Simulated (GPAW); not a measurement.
**U-optPBE-vdW/plane waves (scalar-relativistic datasets, plane-wave cutoff 400 eV) run of BHSCl (SMILES S[B]Cl)**

We compute a structure relaxation of BHSCl. 

The calculation is run with GPAW 26.7.0.

1 further run of the same task is left out (set aside as unsound or not needed).

**1. The system as given**

The species is BHSCl (4 atoms), meant as a doublet with charge 0. As SMILES, `S[B]Cl`. The coordinates come from a PBE0-D4/def2-TZVP relaxation. The run starts from this shape.

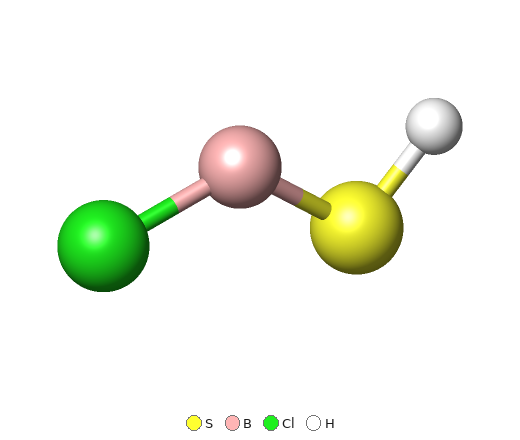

Viewed from a chosen angle; sulfur yellow, boron pink, chlorine green, hydrogen white.

**2. A structure relaxation at U-optPBE-vdW/plane waves (scalar-relativistic datasets, plane-wave cutoff 400 eV)**

Contents of mol.xyz:

```xyz
4

S      0.566400    -0.789100     0.531400
B     -0.299600     0.475700    -0.345800
Cl    -2.014100     0.616000    -0.427300
H      1.802900    -0.362900     0.221400
```

Contents of mol.py:

```python
from ase.io import read, write
from ase.optimize.sciopt import SciPyFminCG
from gpaw import GPAW, PW

mol = read('mol.xyz')
mol.center(vacuum=4.5)
mol.set_initial_magnetic_moments([0.333333, 0.333333, 0.333333, 0.0])

calculator = GPAW(mode=PW(400),
                  xc={'name': 'optPBE-vdW', 'backend': 'libvdwxc'},
                  occupations={'name': 'fermi-dirac', 'width': 0.0, 'fixmagmom': True},
                  maxiter=150,
                  txt='mol.txt')
mol.calc = calculator

opt = SciPyFminCG(mol, trajectory='mol.traj')
converged = opt.run(fmax=0.05, steps=100)
print('Converged:', converged)
print(f'Final energy: {mol.get_potential_energy():.5f} eV')
print(f'r(Cl2-B1)               {mol.get_distance(2, 1):.4f} Ang')
print(f'r(B1-S0)                {mol.get_distance(1, 0):.4f} Ang')
write('relaxed.xyz', mol)
```

Run with:

```sh
$ OMP_NUM_THREADS=1 python mol.py
```

**Question.** What will come out? Wanted: energy as printed; dipole moment; HOMO energy; LUMO energy.

**Answer.** As computed:

Level: U-optPBE-vdW/plane waves (scalar-relativistic datasets, plane-wave cutoff 400 eV).

```
                                              quantity        value
energy as printed (from the program's reference atoms)  -34.5934 eV
                                         dipole moment       1.09 D
                   HOMO energy (from the vacuum level)     -5.10 eV
                   LUMO energy (from the vacuum level)     -3.18 eV
```

At the final geometry: Bond lengths: S1–B2 1.781 Å, B2–Cl3 1.739 Å, S1–H4 1.356 Å. Angles: S1–B2–Cl3 124.3°, B2–S1–H4 96.0°. The optimisation took 3 steps and changed the energy by -0.007 eV.
